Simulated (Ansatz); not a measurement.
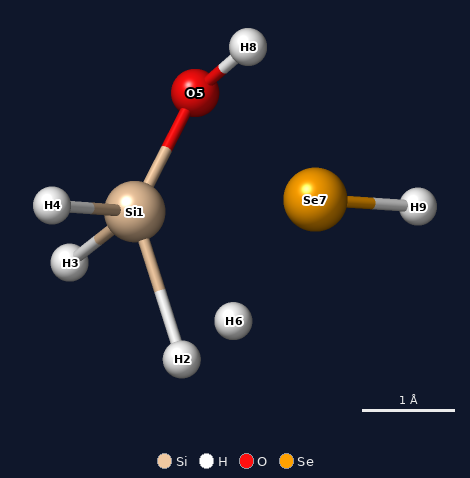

The structure as given in the input (ball-and-stick view, seen at a tilt; atoms are numbered from 1 in the order of the input).

**SiH6SeO: a changed input and its effect**

System: SiH6SeO.
Method of the first run: RKS PBE-QIDH (frozen core)/def2-TZVPP (Ansatz 0.2.0).

The geometry comes from this level: PBE0-D4/def2-TZVP. Text and figures count atoms from 1; the logs count them from 0 in places.

### The input, the first run
```yaml
crystal:
  periodic: [false, false, false]
  atoms:
    - {symbol: Si, position_ang: [-0.585836, -0.497004, 0.340729]}
    - {symbol: H, position_ang: [0.559513, -1.466023, -0.490176]}
    - {symbol: H, position_ang: [-1.539009, -1.552624, -0.091950]}
    - {symbol: H, position_ang: [-0.112243, -0.769642, 1.711255]}
    - {symbol: O, position_ang: [-1.470457, 0.805617, -0.085061]}
    - {symbol: H, position_ang: [1.068792, -0.703715, -0.360252]}
    - {symbol: Se, position_ang: [1.647571, 1.058356, 0.156931]}
    - {symbol: H, position_ang: [-1.008741, 1.640159, 0.053721]}
    - {symbol: H, position_ang: [1.440412, 1.484976, -1.235197]}
basis:
  gaussian: {orbitals: def2-TZVPP}
hamiltonian: {xc: {name: PBE-QIDH}}
```

Command:
```bash
ansatz run in.yaml --threads 4 --pin off --events-out ev --progress --plain --max-ram 9574MiB
```

Hardware: 4 threads of Arm Neoverse V1, 23 GiB of memory available, shared host.

### Output (the first run)
```
Functional definition: PBE-QIDH
  parameter a = 3^(-1/3)
  parameter c = 1/3
  exchange = (1 - a)*pbe_x + a*exact_x
  correlation = (1 - c)*pbe_c + c*(mp2_os + mp2_ss)
1222 factors; integrals over basis functions are off by at most 1.2e-3 eV
mean field evaluation 1: about -75337.6539 eV, gradient 4.0e1 eV
mean field evaluation 2: about -75337.8272 eV, gradient 4.1e1 eV
mean field evaluation 4: about -75340.7659 eV, gradient 2.7e0 eV
mean field evaluation 8: about -75340.7977 eV, gradient 2.8e-1 eV
mean field evaluation 16: about -75340.7979 eV, gradient 1.0e-4 eV
mean field -75340.79794312 eV, -2768.7232565827 hartree, gradient 8.7e-6 eV, S^2 0.000000; 0 other end points of the search recorded, 0 dependent functions left out
15 core orbitals not correlated: weight in the atoms' cores, before any rotation towards them, 1.000 or more for the frozen orbitals, at most 0.000 for the correlated occupied ones
reference -75340.79795485 eV, -2768.7232570138 hartree; 16, 16 occupied and 174, 174 virtual orbitals, 1222 factors
second order -21.30552006 eV of doubles, -0.00000000 eV of singles
Total energy: -75347.89979487 eV, -2768.9842448207 hartree
```

For the second run the input was changed thus:
```diff
-    - {symbol: Si, position_ang: [-0.585836, -0.497004, 0.340729]}
-    - {symbol: H, position_ang: [0.559513, -1.466023, -0.490176]}
-    - {symbol: H, position_ang: [-1.539009, -1.552624, -0.091950]}
-    - {symbol: H, position_ang: [-0.112243, -0.769642, 1.711255]}
-    - {symbol: O, position_ang: [-1.470457, 0.805617, -0.085061]}
-    - {symbol: H, position_ang: [1.068792, -0.703715, -0.360252]}
-    - {symbol: Se, position_ang: [1.647571, 1.058356, 0.156931]}
-    - {symbol: H, position_ang: [-1.008741, 1.640159, 0.053721]}
-    - {symbol: H, position_ang: [1.440412, 1.484976, -1.235197]}
+    - {symbol: Si, position_ang: [-0.608197, 0.201424, 0.254079]}
+    - {symbol: H, position_ang: [1.378746, -2.892681, -0.271196]}
+    - {symbol: H, position_ang: [-0.979192, -0.699085, -0.856490]}
+    - {symbol: H, position_ang: [-0.412023, -0.542736, 1.523664]}
+    - {symbol: O, position_ang: [-1.830976, 1.293505, 0.340126]}
+    - {symbol: H, position_ang: [1.658362, -2.208033, -0.378952]}
+    - {symbol: Se, position_ang: [1.429359, 1.158272, -0.091067]}
+    - {symbol: H, position_ang: [-1.701688, 2.052659, 0.911605]}
+    - {symbol: H, position_ang: [1.065609, 1.636776, -1.431768]}
```

Predict how the results change.

With the same method and basis, the second run lies 51.1 kcal/mol lower.

### Output (the second run)
```
Functional definition: PBE-QIDH
  parameter a = 3^(-1/3)
  parameter c = 1/3
  exchange = (1 - a)*pbe_x + a*exact_x
  correlation = (1 - c)*pbe_c + c*(mp2_os + mp2_ss)
1218 factors; integrals over basis functions are off by at most 1.1e-3 eV
mean field evaluation 1: about -75340.2825 eV, gradient 4.0e1 eV
mean field evaluation 2: about -75340.4446 eV, gradient 4.0e1 eV
mean field evaluation 4: about -75343.2242 eV, gradient 2.3e0 eV
mean field evaluation 8: about -75343.2501 eV, gradient 2.2e-1 eV
mean field evaluation 16: about -75343.2502 eV, gradient 5.3e-5 eV
mean field -75343.25018174 eV, -2768.8133746896 hartree, gradient 3.4e-6 eV, S^2 0.000000; 0 other end points of the search recorded, 0 dependent functions left out
15 core orbitals not correlated: weight in the atoms' cores, before any rotation towards them, 1.000 or more for the frozen orbitals, at most 0.000 for the correlated occupied ones
reference -75343.25019472 eV, -2768.8133751668 hartree; 16, 16 occupied and 174, 174 virtual orbitals, 1218 factors
second order -20.59367124 eV of doubles, -0.00000000 eV of singles
Total energy: -75350.11475180 eV, -2769.0656429865 hartree
```

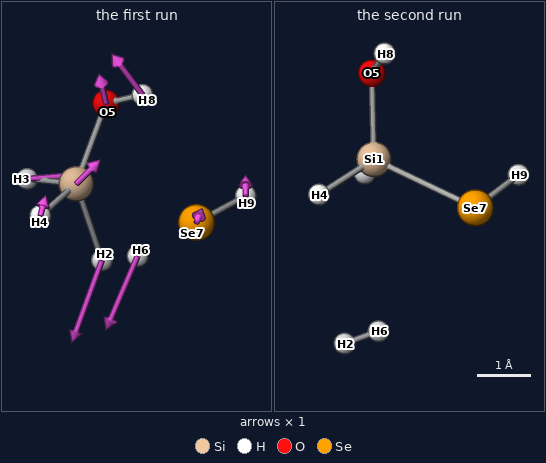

The two input geometries at one scale (ball-and-stick view, seen at a tilt). The pink arrows on the first give the shifts of the atoms after the best rigid fit, at true length. The atom that moves furthest after the best rigid fit is H2 (1.69 Å). Largest moves by element: H 1.69 Å, O 0.71 Å, Si 0.70 Å, Se 0.40 Å. Among the contacts that change: Si1–H2 1.715 → 3.714 Å, Si1–Se7 2.728 → 2.277 Å, H2–H6 0.926 → 0.747 Å, Si1–O5 1.631 → 1.642 Å.

### The two runs side by side

| quantity | the first run | the second run |
| --- | --- | --- |
| outcome | converged | converged |
| total energy (hartree) | −2768.984245 | −2769.065643 |
| basis functions | 205 | 205 |
| wall time (shared host) | 4 s | 3.8 s |
